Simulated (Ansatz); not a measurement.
**Hf, response to strain**

Consider Hf in the hcp (Mg type) structure (space group P6_3/mmc, No. 194; a = 3.2040 Å, c = 5.0726 Å; relaxed with 0.1 eV smearing). Axes: x lies along a and z along c of the hexagonal cell.

Strains are applied to the cell and any free atomic positions relax; under biaxial strain the out-of-plane vector relaxes too.

Level of theory: PBE (Ansatz, a program for electronic structure, PAW, scalar-relativistic without spin-orbit coupling).

Notes on the quantities. pressure: mean of the normal stresses, compression positive.

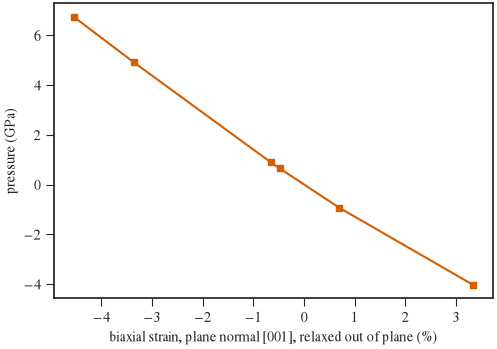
*Pressure against biaxial strain, plane normal [001], relaxed out of plane*

Problem. From the plot, what is the pressure for biaxial strain +0.70 %, plane normal [001], relaxed out of plane?

Solution. About -0.9 GPa.

Problem. Is the trend monotonic over the range shown?

Solution. Yes, it falls throughout, spanning -4.0 GPa to 6.7 GPa.

Stability against distortions was not tested. The final runs are not spin-polarised.
